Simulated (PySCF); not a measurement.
**Two runs on C3H5B**

System: C3H5B.
Method of the first run: GIAO PBE0/6-31G* NMR shielding, non-relativistic, gas phase (PySCF 2.14.0).

The geometry comes from this level: PBE0-D3(BJ)/def2-SVP. Text and figures count atoms from 1; the logs count them from 0 in places.

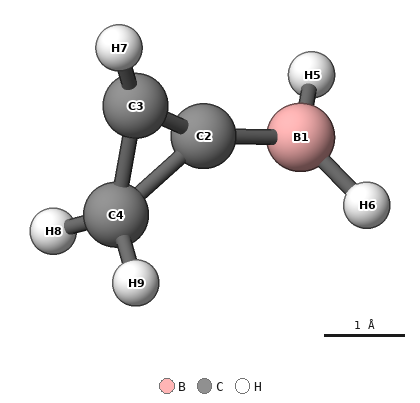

The input geometry (ball-and-stick view, seen at a tilt; atoms are numbered from 1 in the order of the input).

Input, the first run:
```
{"job": {"kind": "nmr", "xc": "PBE0", "basis": "6-31G*", "pop": true}, "charge": 0, "multiplicity": 1}
B      1.620299     0.334862    -0.250784
C      0.125452     0.297196    -0.054084
C     -1.086421     0.676856     0.263239
C     -0.997180    -0.769353     0.034175
H      2.126931     0.992867    -1.129078
H      2.317120    -0.348581     0.463023
H     -1.687931     1.475314     0.693519
H     -1.325096    -1.201649    -0.921886
H     -1.034874    -1.477123     0.878346
```

The first line tells a small driver script what to run in PySCF; the rest is the geometry in Å.

Command:
```bash
OMP_NUM_THREADS=1 python <driver script> task.json out
```

Hardware: 1 CPU thread, shared host.

Output (the first run):
```
coarse grid: 7448 points
cycle   1  E = -141.8876429499  dE =  4.161e-01  |g| = 2.536e-01  |ddm| = 2.732e+00
cycle   2  E = -141.8862457589  dE =  1.397e-03  |g| = 2.763e-01  |ddm| = 5.933e-01
cycle   3  E = -141.9066498958  dE = -2.040e-02  |g| = 5.843e-02  |ddm| = 3.541e-01
cycle   4  E = -141.9072777646  dE = -6.279e-04  |g| = 2.859e-02  |ddm| = 6.356e-02
cycle   5  E = -141.9074830567  dE = -2.053e-04  |g| = 6.648e-03  |ddm| = 3.198e-02
cycle   6  E = -141.9074974924  dE = -1.444e-05  |g| = 1.462e-03  |ddm| = 8.316e-03
cycle   7  E = -141.9074980567  dE = -5.643e-07  |g| = 4.554e-04  |ddm| = 1.866e-03
final grid: 71696 points
cycle   8  E = -141.8763847048  dE = -1.313e-05  |g| = 5.215e-03  |ddm| = 1.385e-02
cycle   9  E = -141.8763832943  dE =  1.410e-06  |g| = 5.827e-03  |ddm| = 1.301e-02
cycle  10  E = -141.8763928347  dE = -9.540e-06  |g| = 5.060e-04  |ddm| = 6.707e-03
cycle  11  E = -141.8763929091  dE = -7.445e-08  |g| = 1.996e-04  |ddm| = 7.217e-04
cycle  12  E = -141.8763929192  dE = -1.006e-08  |g| = 6.068e-05  |ddm| = 2.162e-04
cycle  13  E = -141.8763929200  dE = -8.485e-10  |g| = 1.690e-05  |ddm| = 5.702e-05
converged SCF energy = -141.8763929200

GIAO shielding tensors (ppm)
atom      isotropic    diamagn.    paramagn.     s11        s22        s33       span
  0 B       43.263     201.235    -157.973    -15.967      7.014    138.741    154.708
  1 C       71.732     245.612    -173.880    -50.713     87.632    178.276    228.989
  2 C       73.070     264.275    -191.204    -62.721    102.733    179.198    241.919
  3 C      172.386     253.362     -80.976    127.636    158.591    230.931    103.295
  4 H       24.070      29.588      -5.518     18.634     25.862     27.714      9.080
  5 H       24.429      30.077      -5.648     19.342     25.749     28.195      8.853
  6 H       24.167      29.662      -5.496     20.613     25.589     26.298      5.684
  7 H       29.864      29.771       0.093     25.221     27.252     37.118     11.897
  8 H       30.450      29.750       0.700     25.825     27.279     38.247     12.422
```

For the second run the input was changed thus:
```diff
-"basis": "6-31G*"
+"basis": "aug-cc-pVDZ"
```

What does this change do to the results?

The total energy of the second run is 9.4 kcal/mol lower, which measures the change of basis and not a stability. The HOMO goes from −7.09 to −7.25 eV. The LUMO goes from −1.56 to −1.92 eV. The dipole moment goes from 0.87 to 0.83 D. Of all shieldings, the largest change is that of C2, by −4.8 ppm. Diffuse functions give room to the loosely bound empty orbitals, which lowers the LUMO. The SCF takes 14 iterations against 13. The basis functions go from 66 to 137.

Output (the second run):
```
coarse grid: 7448 points
cycle   1  E = -141.8650262818  dE =  4.365e-01  |g| = 2.378e-01  |ddm| = 8.287e+00
cycle   2  E = -141.8620671032  dE =  2.959e-03  |g| = 2.731e-01  |ddm| = 1.870e+00
cycle   3  E = -141.8823326933  dE = -2.027e-02  |g| = 5.529e-02  |ddm| = 6.555e-01
cycle   4  E = -141.8828661068  dE = -5.334e-04  |g| = 2.938e-02  |ddm| = 1.434e-01
cycle   5  E = -141.8830822930  dE = -2.162e-04  |g| = 6.699e-03  |ddm| = 6.810e-02
cycle   6  E = -141.8830972633  dE = -1.497e-05  |g| = 1.439e-03  |ddm| = 1.952e-02
cycle   7  E = -141.8830978314  dE = -5.681e-07  |g| = 4.709e-04  |ddm| = 3.789e-03
final grid: 71696 points
cycle   8  E = -141.8913471115  dE = -1.519e-05  |g| = 5.473e-03  |ddm| = 1.313e-01
cycle   9  E = -141.8913442598  dE =  2.852e-06  |g| = 6.444e-03  |ddm| = 3.603e-02
cycle  10  E = -141.8913561271  dE = -1.187e-05  |g| = 5.008e-04  |ddm| = 1.703e-02
cycle  11  E = -141.8913562033  dE = -7.614e-08  |g| = 1.886e-04  |ddm| = 1.916e-03
cycle  12  E = -141.8913562121  dE = -8.869e-09  |g| = 7.439e-05  |ddm| = 4.098e-04
cycle  13  E = -141.8913562134  dE = -1.294e-09  |g| = 1.809e-05  |ddm| = 1.649e-04
cycle  14  E = -141.8913562135  dE = -8.077e-11  |g| = 5.256e-06  |ddm| = 4.203e-05
converged SCF energy = -141.8913562135

GIAO shielding tensors (ppm)
atom      isotropic    diamagn.    paramagn.     s11        s22        s33       span
  0 B       40.665     232.429    -191.764    -19.924      2.580    139.340    159.263
  1 C       66.942     228.096    -161.154    -59.003     80.248    179.582    238.585
  2 C       71.652     247.461    -175.809    -68.031    100.622    182.365    250.396
  3 C      173.517     212.544     -39.026    127.389    160.444    232.720    105.332
  4 H       23.379      28.824      -5.446     17.640     25.511     26.985      9.345
  5 H       23.775      29.658      -5.883     18.488     25.303     27.535      9.046
  6 H       23.217      32.560      -9.342     19.157     24.847     25.648      6.492
  7 H       29.235      31.060      -1.825     24.287     26.749     36.669     12.382
  8 H       29.777      31.507      -1.730     24.728     26.796     37.808     13.079
```

The two runs side by side:

```csv
quantity,the first run,the second run
outcome,converged,converged
total energy (hartree),−141.876393,−141.891356
HOMO (eV),−7.09,−7.25
LUMO (eV),−1.56,−1.92
dipole moment (D),0.87,0.83
shielding of B1 (ppm),43.3,40.7
shielding of C2 (ppm),71.7,66.9
shielding of C3 (ppm),73.1,71.7
shielding of C4 (ppm),172.4,173.5
shielding of H5 (ppm),24.1,23.4
shielding of H7 (ppm),24.2,23.2
shielding of H9 (ppm),30.5,29.8
SCF iterations,13,14
basis functions,66,137
wall time (shared host),3 s,7.2 s
```
